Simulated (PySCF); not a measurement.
# C₄H₄FN: NMR shifts at several levels of theory

Aim: compute the NMR shifts of C₄H₄FN (`C/C=C(/F)C#N`) at several levels, and see how far they spread and what each costs.

Programs: PySCF 2.14.0, with density-fitted response routines of our own. Each step states its level of theory. These are calculated values for one molecule in the gas phase, unless marked as measured. Atoms count from 0, in the outputs and in this text.

### 1 The molecule as given

10 atoms, charge 0, multiplicity 1; geometry from: GFN2-xTB.

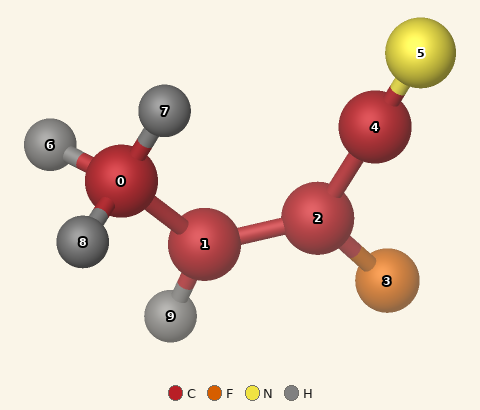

The starting geometry (carbon red, fluorine orange, nitrogen yellow, hydrogen grey), atoms numbered; sticks join atoms by distance.

### 2 Relaxing the molecule at PBE0-D3(BJ)/def2-SVP

The job: settings as JSON, then the geometry in Å.

```
{"job": {"xc": "PBE0", "basis": "def2-SVP", "d3": "d3bj", "grid": 1, "kind": "geom"}, "charge": 0, "multiplicity": 1}
C     -1.317639    -0.087001     0.006956
C     -0.013076    -0.773848    -0.163862
C      1.171645    -0.171754    -0.062514
F      2.315312    -0.874431    -0.232899
C      1.358838     1.203772     0.220900
N      1.498648     2.317442     0.450745
H     -1.911910    -0.193093    -0.900408
H     -1.185965     0.969524     0.226096
H     -1.877223    -0.553675     0.817418
H     -0.029747    -1.832283    -0.384961
```

What it wrote:

```text
step   0  E = -308.80688115  max force = 0.033597
step   1  E = -308.80800675  max force = 0.004997
step   2  E = -308.80828376  max force = 0.004497
step   3  E = -308.80840522  max force = 0.001163
step   4  E = -308.80839669  max force = 0.001538
step   5  E = -308.80841456  max force = 0.000644
step   6  E = -308.80842155  max force = 0.000159
optimisation converged
```

Run time: 22 s. Hardware: 1 thread, shared host.

Relaxation path:

| step | energy from step 0 (eV) | largest force component (eV/Å) |
| --- | --- | --- |
| 0 | 0.0000 | 1.7276 |
| 1 | -0.0306 | 0.2570 |
| 2 | -0.0382 | 0.2312 |
| 3 | -0.0415 | 0.0598 |
| 4 | -0.0412 | 0.0791 |
| 5 | -0.0417 | 0.0331 |
| 6 | -0.0419 | 0.0082 |

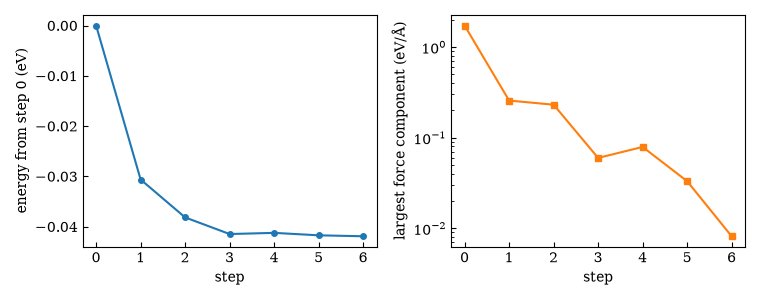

Energy and force, step by step.

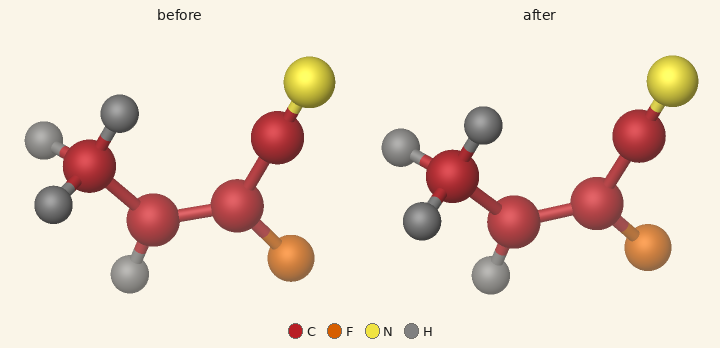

Before and after, at one scale.

Distances of close pairs at the start and the end, largest changes first:

| bond | before (Å) | after (Å) | change (Å) |
| --- | --- | --- | --- |
| C2–F3 | 1.353 | 1.332 | -0.021 |
| C2–C4 | 1.417 | 1.433 | +0.017 |
| C1–H9 | 1.081 | 1.095 | +0.014 |
| C4–N5 | 1.146 | 1.159 | +0.013 |
| C0–H6 | 1.090 | 1.102 | +0.012 |
| C0–H8 | 1.090 | 1.102 | +0.012 |
| C0–H7 | 1.087 | 1.099 | +0.012 |
| C1–C2 | 1.333 | 1.337 | +0.004 |

The next job starts from the end point, and lists it.

| at the end point | value |
| --- | --- |
| point group (found at 0.08 Å tolerance) | Cs |
| rotational constants (GHz, main isotopes) | 4.447, 3.383, 1.945 |
| dipole moment (D) | 3.71 |

### 3 Nuclear shieldings: PBE0/cc-pVDZ

The job: settings as JSON, then the geometry in Å.

```
{"job": {"kind": "nmr", "xc": "PBE0", "basis": "cc-pVDZ", "pop": true}, "charge": 0, "multiplicity": 1}
C     -1.220088    -0.108884     0.232675
C      0.060891    -0.754455    -0.157146
C      1.249739    -0.144691    -0.211631
F      2.356919    -0.792813    -0.570849
C      1.461150     1.238042     0.101418
N      1.620840     2.357909     0.354113
H     -1.945943    -0.160397    -0.595096
H     -1.087274     0.945954     0.510392
H     -1.674459    -0.638627     1.085269
H      0.058581    -1.815443    -0.428255
```

With the program's defaults for keys left out, this is: GIAO PBE0/cc-pVDZ NMR shielding, non-relativistic, gas phase.

What it wrote:

```text
coarse grid: 8976 points
cycle   1  E = -308.9672768401  dE =  8.231e-01  |g| = 5.999e-01  |ddm| = 6.033e+00
cycle   2  E = -308.7469965151  dE =  2.203e-01  |g| = 1.181e+00  |ddm| = 2.151e+00
cycle   3  E = -309.0350865936  dE = -2.881e-01  |g| = 1.905e-01  |ddm| = 1.487e+00
cycle   4  E = -309.0422698125  dE = -7.183e-03  |g| = 5.629e-02  |ddm| = 2.960e-01
cycle   5  E = -309.0429005321  dE = -6.307e-04  |g| = 1.492e-02  |ddm| = 9.107e-02
cycle   6  E = -309.0429549824  dE = -5.445e-05  |g| = 5.331e-03  |ddm| = 2.933e-02
cycle   7  E = -309.0429609130  dE = -5.931e-06  |g| = 1.679e-03  |ddm| = 9.127e-03
final grid: 88920 points
cycle   8  E = -309.0530010397  dE = -2.257e-05  |g| = 4.821e-03  |ddm| = 4.655e-02
cycle   9  E = -309.0530003967  dE =  6.430e-07  |g| = 5.485e-03  |ddm| = 1.788e-02
cycle  10  E = -309.0530069852  dE = -6.588e-06  |g| = 1.038e-03  |ddm| = 8.889e-03
cycle  11  E = -309.0530071501  dE = -1.649e-07  |g| = 4.153e-04  |ddm| = 1.652e-03
cycle  12  E = -309.0530071852  dE = -3.507e-08  |g| = 1.277e-04  |ddm| = 5.977e-04
cycle  13  E = -309.0530071884  dE = -3.246e-09  |g| = 2.575e-05  |ddm| = 1.767e-04
cycle  14  E = -309.0530071886  dE = -1.545e-10  |g| = 5.354e-06  |ddm| = 4.867e-05
converged SCF energy = -309.0530071886

GIAO shielding tensors (ppm)
atom      isotropic    diamagn.    paramagn.     s11        s22        s33       span
  0 C      183.044     248.682     -65.638    171.747    183.081    194.303     22.556
  1 C       73.092     256.788    -183.696    -28.639     79.264    168.650    197.288
  2 C       61.906     250.226    -188.319    -22.504     98.655    109.568    132.072
  3 F      312.163     467.929    -155.767    257.153    316.996    362.339    105.186
  4 C       88.586     264.366    -175.780    -13.959    -10.982    290.701    304.660
  5 N      -31.631     341.119    -372.749   -183.726   -142.904    231.739    415.465
  6 H       29.555      29.195       0.360     25.670     26.995     36.000     10.329
  7 H       29.232      32.429      -3.197     25.183     29.418     33.097      7.913
  8 H       29.574      28.990       0.583     25.672     27.042     36.007     10.335
  9 H       25.412      30.537      -5.124     23.865     23.956     28.415      4.550
```

It took 7.5 s on 1 thread, shared host.

Shifts follow as δ = σ(reference) − σ, with reference shieldings (ppm) from runs at the same level and on the same kind of geometry: ¹H TMS 31.29, ¹³C TMS 196.8, ¹⁹F CFCl3 200.9, ¹⁵N NH3 273.1. The references are single molecules in the gas phase, so shifts against H2O, NH3, PH3, H3PO4 or CFCl3 are not on the usual liquid scales and can be off by tens of ppm. Atoms listed in one row are averaged.

| atoms | environment | σ (ppm) | δ (ppm) |
| --- | --- | --- | --- |
| C2 | fully substituted alkene carbon | 61.9 | 134.8 |
| C1 | alkene CH | 73.1 | 123.7 |
| C4 | nitrile carbon | 88.6 | 108.2 |
| C0 | allylic methyl carbon | 183.0 | 13.7 |
| H9 | hydrogen on an alkene CH | 25.41 | 5.88 |
| H6, H7, H8 | hydrogen on an allylic methyl carbon | 29.45 | 1.84 |
| F3 | vinylic fluorine | 312.2 | -111.2 |
| N5 | nitrile nitrogen | -31.6 | 304.8 |

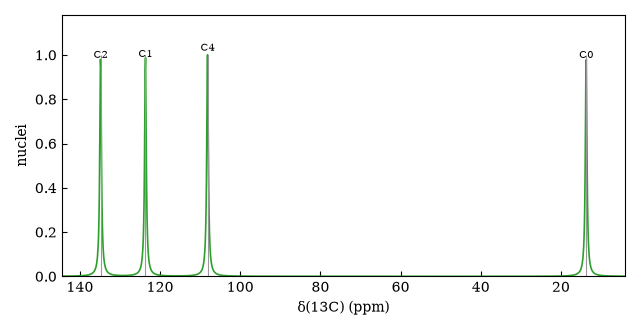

¹³C lines at the computed shifts, without couplings. Lines are broadened to a width of 0.48 ppm (Lorentzian).

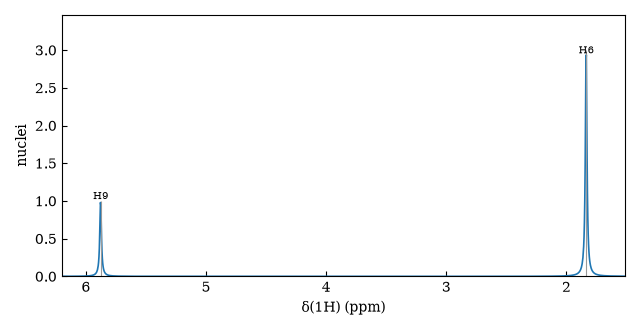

¹H lines at the computed shifts, without couplings. Lines are broadened to a width of 0.02 ppm (Lorentzian).

The run also stored atomic charges by several schemes (e):

| atoms | Mulliken | IAO | Hirshfeld | ESP fit |
| --- | --- | --- | --- | --- |
| C0 | -0.04 | -0.42 | -0.10 | -0.43 |
| C1 | -0.10 | -0.14 | -0.03 | -0.01 |
| C2 | 0.17 | 0.24 | 0.08 | -0.07 |
| F3 | -0.15 | -0.24 | -0.06 | -0.09 |
| C4 | -0.04 | 0.11 | 0.06 | 0.43 |
| N5 | -0.12 | -0.20 | -0.18 | -0.42 |

Hirshfeld charges:

| atom | value (e) |
| --- | --- |
| C0 | -0.10 |
| C1 | -0.03 |
| C2 | 0.08 |
| F3 | -0.06 |
| C4 | 0.06 |
| N5 | -0.18 |
| H6 | 0.06 |
| H7 | 0.05 |
| H8 | 0.06 |
| H9 | 0.06 |

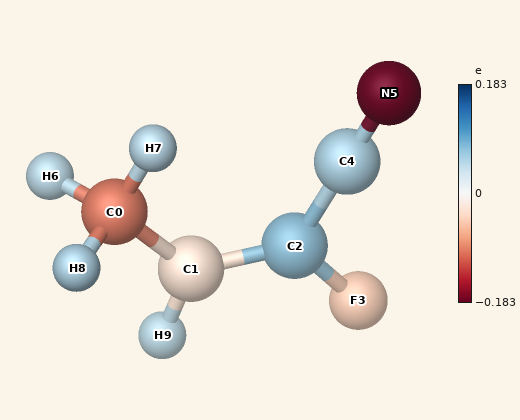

Hirshfeld charges, as colours on the atoms.

Mayer bond orders: C0–C1 1.11, C1–C2 1.80, C2–F3 1.14, C2–C4 1.01, C4–N5 3.10.

### 4 NMR shieldings: PBE0/cc-pVTZ

The job, as its differences from that of step 3:

```diff
@@ -1,2 +1,2 @@
-{"job": {"kind": "nmr", "xc": "PBE0", "basis": "cc-pVDZ", "pop": true}, "charge": 0, "multiplicity": 1}
+{"job": {"kind": "nmr", "xc": "PBE0", "basis": "cc-pVTZ", "pop": true}, "charge": 0, "multiplicity": 1}
 C     -1.220088    -0.108884     0.232675
```

Level: GIAO PBE0/cc-pVTZ NMR shielding, non-relativistic, gas phase.

What it wrote:

```text
coarse grid: 8976 points
cycle   1  E = -309.0742765257  dE =  7.825e-01  |g| = 6.031e-01  |ddm| = 6.508e+00
cycle   2  E = -308.8669192512  dE =  2.074e-01  |g| = 1.179e+00  |ddm| = 2.064e+00
cycle   3  E = -309.1388381752  dE = -2.719e-01  |g| = 1.998e-01  |ddm| = 1.430e+00
cycle   4  E = -309.1460982425  dE = -7.260e-03  |g| = 6.815e-02  |ddm| = 3.197e-01
cycle   5  E = -309.1469711907  dE = -8.729e-04  |g| = 1.750e-02  |ddm| = 1.073e-01
cycle   6  E = -309.1470421785  dE = -7.099e-05  |g| = 5.517e-03  |ddm| = 3.232e-02
cycle   7  E = -309.1470478710  dE = -5.692e-06  |g| = 2.038e-03  |ddm| = 9.573e-03
final grid: 88920 points
cycle   8  E = -309.1425223168  dE = -5.591e-05  |g| = 5.009e-03  |ddm| = 8.214e-02
cycle   9  E = -309.1425214786  dE =  8.383e-07  |g| = 5.364e-03  |ddm| = 1.789e-02
cycle  10  E = -309.1425276664  dE = -6.188e-06  |g| = 1.180e-03  |ddm| = 9.193e-03
cycle  11  E = -309.1425279212  dE = -2.549e-07  |g| = 5.037e-04  |ddm| = 2.104e-03
cycle  12  E = -309.1425279706  dE = -4.932e-08  |g| = 2.194e-04  |ddm| = 7.757e-04
cycle  13  E = -309.1425279791  dE = -8.530e-09  |g| = 5.247e-05  |ddm| = 2.776e-04
cycle  14  E = -309.1425279797  dE = -6.123e-10  |g| = 1.946e-05  |ddm| = 9.208e-05
converged SCF energy = -309.1425279797

GIAO shielding tensors (ppm)
atom      isotropic    diamagn.    paramagn.     s11        s22        s33       span
  0 C      173.389     244.084     -70.695    160.570    174.098    185.498     24.929
  1 C       58.320     254.538    -196.218    -50.906     66.112    159.753    210.659
  2 C       46.490     244.647    -198.157    -43.543     83.604     99.410    142.952
  3 F      301.689     466.430    -164.741    245.418    312.818    346.831    101.413
  4 C       72.467     263.156    -190.690    -37.265    -36.131    290.796    328.061
  5 N      -56.927     336.272    -393.199   -218.320   -175.622    223.162    441.483
  6 H       29.497      29.529      -0.032     25.635     26.864     35.992     10.357
  7 H       29.043      31.195      -2.152     24.986     29.161     32.981      7.995
  8 H       29.511      29.462       0.048     25.633     26.902     35.997     10.364
  9 H       25.115      30.371      -5.256     23.453     23.799     28.094      4.640
```

Wall time 24 s (1 thread, shared host).

Key values: δ C2 140.8, C1 129.0, C4 114.8, C0 13.9, H9 6.18, H6 1.94 ppm (means over like atoms).

### 5 Nuclear shieldings: PBE0/aug-cc-pVDZ

The job, as its differences from that of step 4:

```diff
@@ -1,2 +1,2 @@
-{"job": {"kind": "nmr", "xc": "PBE0", "basis": "cc-pVTZ", "pop": true}, "charge": 0, "multiplicity": 1}
+{"job": {"kind": "nmr", "xc": "PBE0", "basis": "aug-cc-pVDZ", "pop": true}, "charge": 0, "multiplicity": 1}
 C     -1.220088    -0.108884     0.232675
```

Level: GIAO PBE0/aug-cc-pVDZ NMR shielding, non-relativistic, gas phase.

What it wrote:

```text
coarse grid: 8976 points
cycle   1  E = -308.9937909754  dE =  8.131e-01  |g| = 5.614e-01  |ddm| = 1.027e+01
cycle   2  E = -308.7906082363  dE =  2.032e-01  |g| = 1.127e+00  |ddm| = 2.916e+00
cycle   3  E = -309.0552156024  dE = -2.646e-01  |g| = 1.759e-01  |ddm| = 2.263e+00
cycle   4  E = -309.0612180029  dE = -6.002e-03  |g| = 5.702e-02  |ddm| = 4.056e-01
cycle   5  E = -309.0618676311  dE = -6.496e-04  |g| = 1.535e-02  |ddm| = 1.194e-01
cycle   6  E = -309.0619263449  dE = -5.871e-05  |g| = 5.150e-03  |ddm| = 4.032e-02
cycle   7  E = -309.0619316597  dE = -5.315e-06  |g| = 1.766e-03  |ddm| = 1.199e-02
final grid: 88920 points
cycle   8  E = -309.0720343230  dE = -2.596e-05  |g| = 4.762e-03  |ddm| = 1.533e-01
cycle   9  E = -309.0720340129  dE =  3.101e-07  |g| = 5.215e-03  |ddm| = 3.252e-02
cycle  10  E = -309.0720402278  dE = -6.215e-06  |g| = 8.370e-04  |ddm| = 1.301e-02
cycle  11  E = -309.0720403499  dE = -1.220e-07  |g| = 1.680e-04  |ddm| = 1.666e-03
cycle  12  E = -309.0720403543  dE = -4.444e-09  |g| = 7.458e-05  |ddm| = 4.748e-04
cycle  13  E = -309.0720403552  dE = -9.259e-10  |g| = 4.541e-05  |ddm| = 2.236e-04
cycle  14  E = -309.0720403557  dE = -4.289e-10  |g| = 1.015e-05  |ddm| = 8.655e-05
converged SCF energy = -309.0720403557

GIAO shielding tensors (ppm)
atom      isotropic    diamagn.    paramagn.     s11        s22        s33       span
  0 C      181.727     243.141     -61.413    170.732    181.248    193.202     22.471
  1 C       71.214     204.968    -133.755    -30.702     75.388    168.955    199.657
  2 C       62.083     243.358    -181.274    -21.942     96.558    111.634    133.576
  3 F      314.271     476.800    -162.529    265.697    323.257    353.858     88.161
  4 C       85.355     264.549    -179.194    -17.999    -16.128    290.192    308.191
  5 N      -30.405     318.653    -349.057   -181.604   -138.782    229.172    410.776
  6 H       29.525      27.048       2.478     25.750     26.944     35.883     10.133
  7 H       29.095      34.246      -5.151     25.160     29.213     32.910      7.750
  8 H       29.539      27.003       2.535     25.736     26.992     35.888     10.152
  9 H       25.093      34.490      -9.397     23.400     23.884     27.994      4.594
```

It took 16 s on 1 thread, shared host.

Key values: δ C2 133.0, C1 123.9, C4 109.8, C0 13.4, H9 6.30, H6 2.01 ppm (means over like atoms).

### 6 NMR shieldings: PBE0/IGLO-III

The job, as its differences from that of step 5:

```diff
@@ -1,2 +1,2 @@
-{"job": {"kind": "nmr", "xc": "PBE0", "basis": "aug-cc-pVDZ", "pop": true}, "charge": 0, "multiplicity": 1}
+{"job": {"kind": "nmr", "xc": "PBE0", "basis": "IGLO-III", "pop": true}, "charge": 0, "multiplicity": 1}
 C     -1.220088    -0.108884     0.232675
```

Level: GIAO PBE0/IGLO-III NMR shielding, non-relativistic, gas phase.

What it wrote:

```text
coarse grid: 8976 points
cycle   1  E = -309.0839533355  dE =  7.882e-01  |g| = 6.103e-01  |ddm| = 2.231e+00
cycle   2  E = -308.8692765177  dE =  2.147e-01  |g| = 1.197e+00  |ddm| = 7.277e-01
cycle   3  E = -309.1491242070  dE = -2.798e-01  |g| = 2.021e-01  |ddm| = 4.923e-01
cycle   4  E = -309.1563774533  dE = -7.253e-03  |g| = 7.358e-02  |ddm| = 1.042e-01
cycle   5  E = -309.1573933720  dE = -1.016e-03  |g| = 1.759e-02  |ddm| = 3.662e-02
cycle   6  E = -309.1574648406  dE = -7.147e-05  |g| = 5.525e-03  |ddm| = 1.194e-02
cycle   7  E = -309.1574704074  dE = -5.567e-06  |g| = 2.210e-03  |ddm| = 3.352e-03
final grid: 88920 points
cycle   8  E = -309.1590837179  dE = -7.772e-05  |g| = 5.131e-03  |ddm| = 6.185e-02
cycle   9  E = -309.1590819984  dE =  1.720e-06  |g| = 5.689e-03  |ddm| = 6.287e-03
cycle  10  E = -309.1590889950  dE = -6.997e-06  |g| = 1.515e-03  |ddm| = 3.270e-03
cycle  11  E = -309.1590894578  dE = -4.628e-07  |g| = 6.185e-04  |ddm| = 8.474e-04
cycle  12  E = -309.1590895268  dE = -6.900e-08  |g| = 2.840e-04  |ddm| = 2.993e-04
cycle  13  E = -309.1590895424  dE = -1.560e-08  |g| = 6.304e-05  |ddm| = 1.287e-04
cycle  14  E = -309.1590895432  dE = -8.734e-10  |g| = 1.872e-05  |ddm| = 3.535e-05
converged SCF energy = -309.1590895432

GIAO shielding tensors (ppm)
atom      isotropic    diamagn.    paramagn.     s11        s22        s33       span
  0 C      169.631     249.152     -79.521    156.472    170.251    182.170     25.698
  1 C       49.822     253.154    -203.332    -62.725     56.757    155.435    218.161
  2 C       39.258     248.728    -209.470    -53.628     77.084     94.318    147.946
  3 F      300.094     466.820    -166.726    250.108    308.850    341.323     91.215
  4 C       65.607     259.175    -193.568    -47.947    -46.460    291.229    339.176
  5 N      -66.460     340.922    -407.382   -232.523   -185.633    218.776    451.299
  6 H       29.557      29.178       0.379     25.687     26.956     36.026     10.339
  7 H       29.132      31.718      -2.587     25.060     29.284     33.051      7.991
  8 H       29.572      29.011       0.561     25.684     26.999     36.032     10.348
  9 H       25.125      29.514      -4.389     23.474     23.832     28.070      4.596
```

It took 27 s on 1 thread, shared host.

This run: δ C2 144.5, C1 134.0, C4 118.2, C0 14.1, H9 6.25, H6 1.95 ppm (means over like atoms).

### 7 Nuclear shieldings: PBE0/pcSseg-0

The job, as its differences from that of step 6:

```diff
@@ -1,2 +1,2 @@
-{"job": {"kind": "nmr", "xc": "PBE0", "basis": "IGLO-III", "pop": true}, "charge": 0, "multiplicity": 1}
+{"job": {"kind": "nmr", "xc": "PBE0", "basis": "pcSseg-0", "pop": true}, "charge": 0, "multiplicity": 1}
 C     -1.220088    -0.108884     0.232675
```

Level: GIAO PBE0/pcSseg-0 NMR shielding, non-relativistic, gas phase.

What it wrote:

```text
coarse grid: 8976 points
cycle   1  E = -308.2990635450  dE =  7.759e-01  |g| = 5.479e-01  |ddm| = 3.459e+00
cycle   2  E = -308.0950098986  dE =  2.041e-01  |g| = 1.136e+00  |ddm| = 2.023e+00
cycle   3  E = -308.3627991757  dE = -2.678e-01  |g| = 1.662e-01  |ddm| = 1.215e+00
cycle   4  E = -308.3677466685  dE = -4.947e-03  |g| = 4.702e-02  |ddm| = 1.852e-01
cycle   5  E = -308.3681944873  dE = -4.478e-04  |g| = 1.299e-02  |ddm| = 6.291e-02
cycle   6  E = -308.3682381654  dE = -4.368e-05  |g| = 2.496e-03  |ddm| = 1.716e-02
cycle   7  E = -308.3682392839  dE = -1.118e-06  |g| = 1.080e-03  |ddm| = 3.689e-03
final grid: 88920 points
cycle   8  E = -308.3265316055  dE = -1.553e-05  |g| = 3.097e-03  |ddm| = 1.857e-02
cycle   9  E = -308.3265321977  dE = -5.923e-07  |g| = 2.742e-03  |ddm| = 6.425e-03
cycle  10  E = -308.3265337095  dE = -1.512e-06  |g| = 4.817e-04  |ddm| = 3.083e-03
cycle  11  E = -308.3265337561  dE = -4.661e-08  |g| = 1.494e-04  |ddm| = 6.625e-04
cycle  12  E = -308.3265337607  dE = -4.557e-09  |g| = 6.182e-05  |ddm| = 2.143e-04
cycle  13  E = -308.3265337613  dE = -6.100e-10  |g| = 3.793e-05  |ddm| = 8.329e-05
cycle  14  E = -308.3265337616  dE = -3.113e-10  |g| = 5.096e-06  |ddm| = 4.036e-05
converged SCF energy = -308.3265337616

GIAO shielding tensors (ppm)
atom      isotropic    diamagn.    paramagn.     s11        s22        s33       span
  0 C      177.218     247.628     -70.410    162.612    177.905    191.138     28.526
  1 C       56.518     258.204    -201.685    -59.922     62.581    166.897    226.819
  2 C       40.085     246.758    -206.672    -55.793     80.052     95.996    151.789
  3 F      296.668     461.318    -164.650    214.728    286.346    388.930    174.202
  4 C       63.686     281.884    -218.198    -53.022    -50.270    294.350    347.372
  5 N      -78.396     318.090    -396.486   -256.695   -203.921    225.429    482.124
  6 H       30.643      28.554       2.089     26.387     28.223     37.320     10.933
  7 H       30.477      30.418       0.059     26.089     30.949     34.393      8.304
  8 H       30.663      28.540       2.124     26.414     28.259     37.317     10.904
  9 H       26.925      28.954      -2.029     25.439     25.932     29.404      3.964
```

Wall time 4.1 s (1 thread, shared host).

In short: δ C2 153.4, C1 137.0, C4 129.8, C0 16.3, H9 5.91, H6 2.24 ppm (means over like atoms).

### 8 Side by side: NMR shifts

Shifts (ppm) of some atoms, chosen among heavy atoms and hydrogens apart, means over like atoms, with basis size and wall time:

| run | C2 | C1 | C4 | H9 | H6 | F3 | N5 | functions | time |
| --- | --- | --- | --- | --- | --- | --- | --- | --- | --- |
| PBE0/cc-pVDZ | 134.8 | 123.7 | 108.2 | 5.88 | 1.84 | -111.2 | 304.8 | 104 | 7.5 s |
| PBE0/cc-pVTZ | 140.8 | 129.0 | 114.8 | 6.18 | 1.94 | -119.1 | 323.7 | 236 | 24 s |
| PBE0/aug-cc-pVDZ | 133.0 | 123.9 | 109.8 | 6.30 | 2.01 | -120.1 | 300.2 | 174 | 16 s |
| PBE0/IGLO-III | 144.5 | 134.0 | 118.2 | 6.25 | 1.95 | -125.5 | 327.0 | 250 | 27 s |
| PBE0/pcSseg-0 | 153.4 | 137.0 | 129.8 | 5.91 | 2.24 | -118.3 | 344.4 | 62 | 4.1 s |

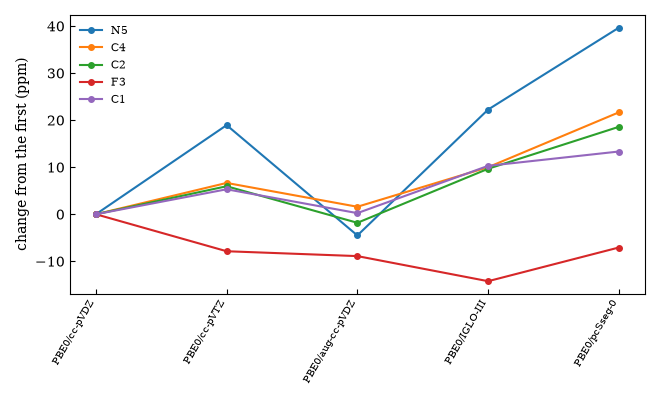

How five of the tabulated atoms move from run to run.

### 9 Outcome

| quantity | value |
| --- | --- |
| point group | Cs |
| rotational constants (main isotopes) | 4.45, 3.38, 1.94 GHz |
| ¹³C shifts against TMS (PBE0/cc-pVDZ) | 134.8, 123.7, 108.2, 13.7 ppm |
| ¹H shifts against TMS (PBE0/cc-pVDZ, means over atoms taken as alike) | 5.88, 1.84 ppm |
| ¹⁹F shifts against CFCl3 (PBE0/cc-pVDZ) | -111.2 ppm |
| ¹⁵N shifts against NH3 (PBE0/cc-pVDZ) | 304.8 ppm |
| range of the shift of N5 | 300.2 to 344.4 ppm |

Single values in the summary come from the first run of each kind that ended normally (PBE0/cc-pVDZ), which need not be the best level. The optimisation took 6 steps and gained 0.042 eV; among the close pairs (by a distance rule), C2–F3 changed most, from 1.353 to 1.332 Å. No frequency check was run at this level, so the end point may be a saddle. At PBE0/cc-pVDZ: The widest tensor belongs to N5: span 415 ppm, with a paramagnetic part of -373 ppm. Across the 5 runs the shift of N5 moves most, between 300.2 (PBE0/aug-cc-pVDZ) and 344.4 ppm (PBE0/pcSseg-0).
